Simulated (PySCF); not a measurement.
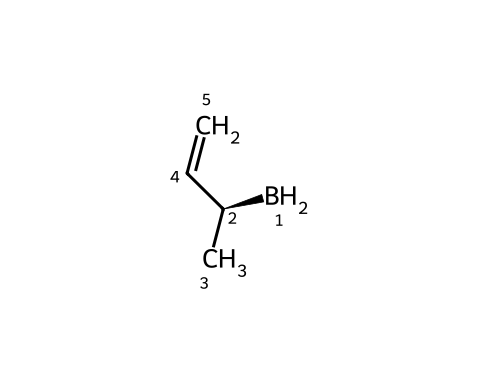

A structural formula, with wedges where it has stereocentres; small numbers name the atoms. The configuration is that of a computed structure (GFN2-xTB).

Assign CIP descriptors.

C2: S.

Give a SMILES with the stereochemistry.

B[C@@H](C)C=C
